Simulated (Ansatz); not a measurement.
## Electronic structure of CF₃NOZr (SMILES O=C=[N][Zr]([F])([F])[F]) in real space

```yaml
atoms:
  - { symbol: C, position_ang: [1.1289, -1.3998, 1.1387] }
  - { symbol: F, position_ang: [0.5831, 1.9749, -1.4103] }
  - { symbol: F, position_ang: [-1.7942, 1.6526, 0.5420] }
  - { symbol: F, position_ang: [-1.5623, -0.1909, -1.9304] }
  - { symbol: N, position_ang: [0.4872, -0.5971, 0.4980] }
  - { symbol: O, position_ang: [1.7457, -2.1707, 1.7542] }
  - { symbol: Zr, position_ang: [-0.5885, 0.7310, -0.5921] }
```

Geometry: PBE0-D4/def2-SVP; core potentials replace the inner electrons of Zr.

The calculation used isolated molecule in a Gaussian basis; Kohn-Sham density functional theory, functional PBE0 (Ansatz 0.2.0).

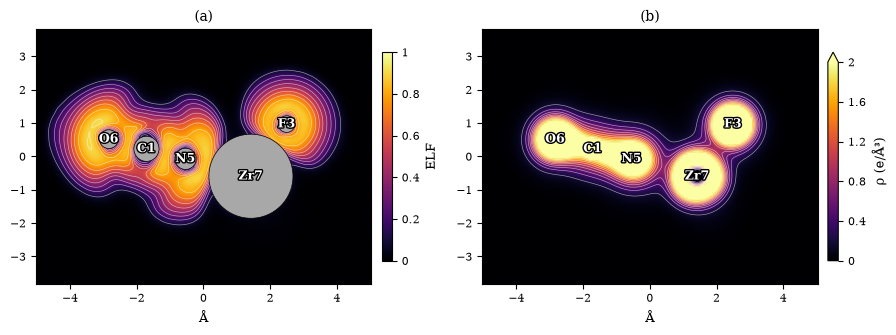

Figure 1. (a) ELF; (b) electron density on the plane of atoms F3, Zr7 and N5. Grey discs cover the atomic cores in the ELF map.

> Describe what can be read from this map.

The plane passes through C, F, N, O and Zr nuclei.
C–O (1.16 Å): ρ is about 3.6 e/Å³ halfway; the ELF peaks at about 0.85 between the atoms (a short, multiple covalent bond).
C–N (1.21 Å): the density is about 3 e/Å³ at the midpoint; the ELF peaks at about 0.85 between the atoms: a short, multiple covalent bond.
Zr–F (1.89 Å): the density is about 0.95 e/Å³ at the midpoint; the ELF peaks at about 0.85 in the valence shell of F, 0.5 Å from its nucleus, and drops to about 0.20 between the two atoms.
Zr–N (2.03 Å): the density is about 0.78 e/Å³ at the midpoint; the ELF peaks at about 0.85 in the valence shell of N, 0.6 Å from its nucleus, and drops to about 0.20 between the two atoms.
The ELF also peaks beside O6, away from the bonds: lone-pair regions.

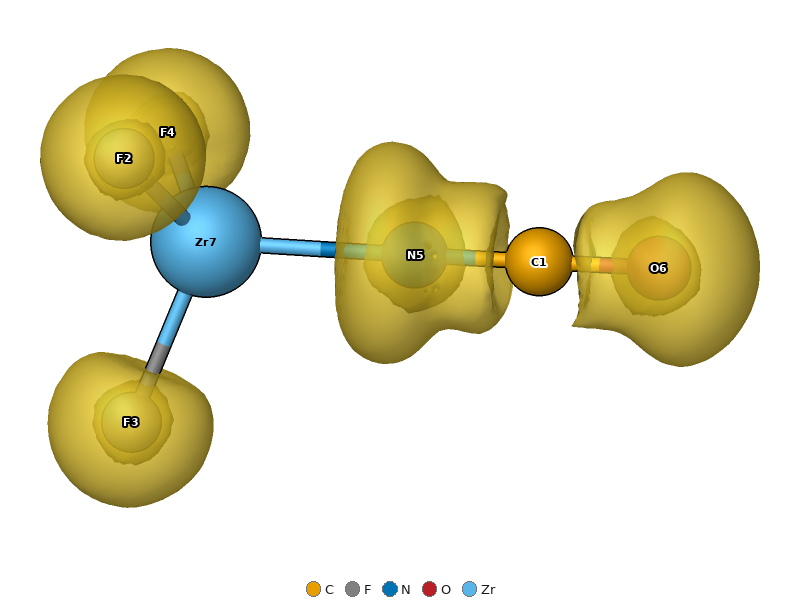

Figure 2. Isosurface of the electron localisation function at 0.75 (yellow), seen at an oblique angle. Only the valence region is drawn (cores and ρ < 0.01 e/Å³ removed).

> Identify the bonds, lone pairs and shells in this picture.

The ELF exceeds this value in one region on N in which the atom's valence shell and bonds are merged, one region on O in which the atom's valence shell and bonds are merged and three regions wrapped around F (the valence shell of each).

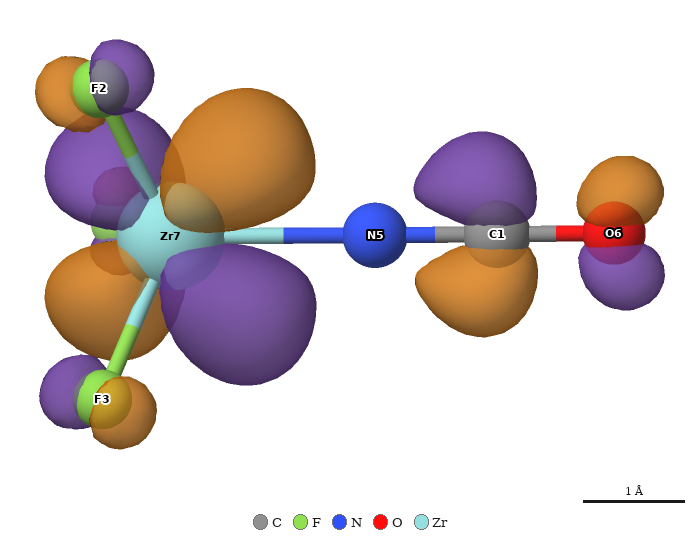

Figure 3. The LUMO at ±0.15 Å⁻³ᐟ² (orange and purple are the two phases), seen across its widest extent.

> Where does this orbital lie, and at what energy?

Its weight (Hirshfeld) is mainly on Zr7 (about 65 %), C1 (about 10 %), N5 (about 5 %) and O6 (about 5 %). It is one of a degenerate set, so its orientation is arbitrary. Its energy is −1.97 eV.

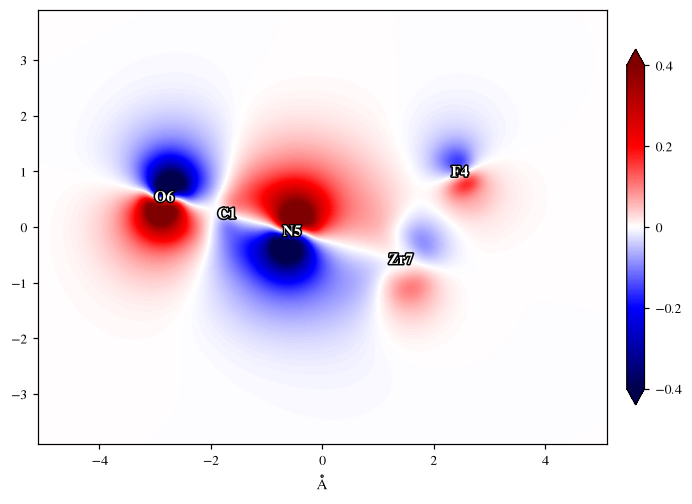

Figure 4. The HOMO on the plane of atoms F4, Zr7 and N5 (values in Å⁻³ᐟ²; the overall sign is arbitrary).

> Describe this orbital and give its energy.

By Hirshfeld shares it lies mainly on N5 (about 45 %), O6 (about 30 %) and C1 (about 10 %); largely a combination of lone pairs on N5 and O6. It is one of a degenerate set, so its orientation is arbitrary. Its energy is −9.49 eV.
